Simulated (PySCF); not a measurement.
## A study: C₃H₆OS, SMILES `CC.O=C=S`

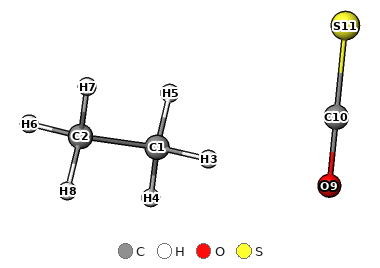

The molecule, with its atoms numbered as below.

Cartesian coordinates (Å):

```
C1      -2.0031   -0.1925    0.0167
C2      -3.4265    0.3432   -0.0112
H3      -1.6554   -0.3013    1.0421
H4      -1.9493   -1.1652   -0.4669
H5      -1.3297    0.4859   -0.5033
H6      -3.7695    0.4661   -1.0361
H7      -3.4819    1.3090    0.4859
H8      -4.1020   -0.3424    0.4959
O9       1.2171   -1.6604   -0.0049
C10      1.5013   -0.5419   -0.0022
S11      1.8826    0.9486    0.0001
```

Part 1: Bonding charge

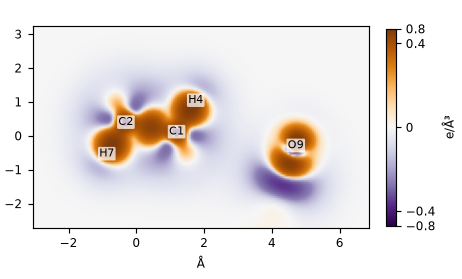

Deformation density (molecule less spherical, spin-averaged free atoms) in the plane of C1, C2, H4, H7 and O9; colour scale in e/Å³, logarithmic beyond ±0.1; orange: gain, purple: loss.

Level of theory: HF/cc-pVTZ (PySCF), at an unrelaxed start geometry of a pair search.

**How much density has each bond in this plane gained at its critical point, relative to the free atoms?**

C1–H4: +0.76 e/Å³ at the bond critical point (bond length 1.09 Å, Mayer order 1.0). C2–H7: +0.75 e/Å³ at the bond critical point (bond length 1.09 Å, Mayer order 1.0). C1–C2: +0.60 e/Å³ at the bond critical point (bond length 1.52 Å, Mayer order 1.0). In all, 2.5 electrons gather in the regions of gain relative to the promolecule.

**Where do the Hirshfeld charges lie?**

The highest Hirshfeld charge is on C10 (+0.24 e), the lowest on O9 (−0.19 e).

Part 2: Bond critical points

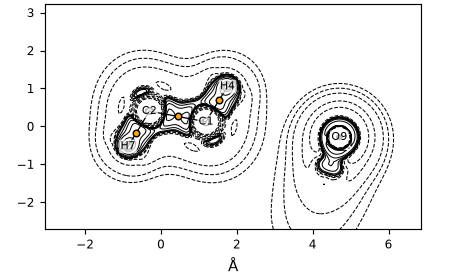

Negative Laplacian of the density (−∇²ρ) in the plane of C1, C2, H4, H7 and O9 (solid lines positive, dashed lines negative, contours at ±0.02 to ±8 a.u.), with bond paths and bond critical points (dots).

**At which bond critical points in this plane is charge locally concentrated, and at which depleted?**

Concentrated (∇²ρ < 0): C1–H4 (−1.20 a.u.); C2–H7 (−1.20 a.u.); C1–C2 (−0.75 a.u.). At none is it depleted.

**Where along C1–H4 does the critical point lie?**

0.68 Å from C1 and 0.41 Å from H4.

Part 3: Electrostatic potential

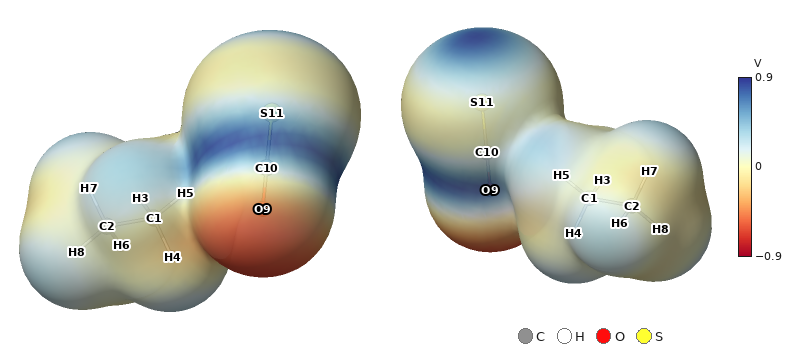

Electrostatic potential on the surface of electron density 0.001 a.u. (back view left, front view right).

**Where are the extremes of the potential on the surface?**

Highest: 0.83 V, 2.0 Å from S11. Further maxima include 0.32 V, 1.4 Å from H5. Lowest: −0.67 V, 1.7 Å from O9. Further minima include −0.12 V, about equally far (1.7 Å) from H6 and H8, over C2 (2.0 Å); −0.07 V, about equally far (2.2 Å) from H5 and S11. The surface is sampled at points, so like sites can differ by a few per cent and only the strongest of them is named.

Part 4: Excited states

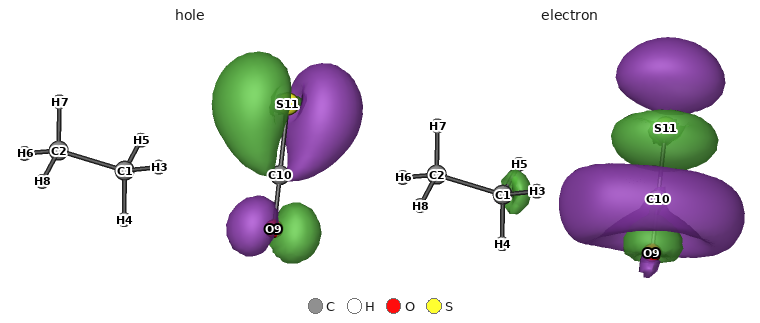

Leading natural transition orbital pair of S₄ (TDA singlet states); the surfaces enclose about 78 % of each orbital's density.

Computed with PySCF, CAM-B3LYP/def2-SVP, geometry: an unrelaxed start of a pair search. Without diffuse functions Rydberg states are missing, so the states' numbers hold for this basis only.

**Where does the state lie, and where do hole and electron sit?**

9.05 eV (137 nm), f = 0.007; the leading pair carries 99 %; hole on S11 (67 %), O9 (20 %) and C10 (12 %), electron on S11 (41 %), C10 (35 %) and O9 (15 %); their centroids lie 0.4 Å apart; S₅ lies within 0.1 eV of it. In canonical orbitals it is mainly HOMO → LUMO+3 (66 %). The HOMO–LUMO gap is 10.56 eV.

The PySCF runs shown took 6.3 s and 4.6 min on 1 thread of Arm Neoverse V1, on a shared host.
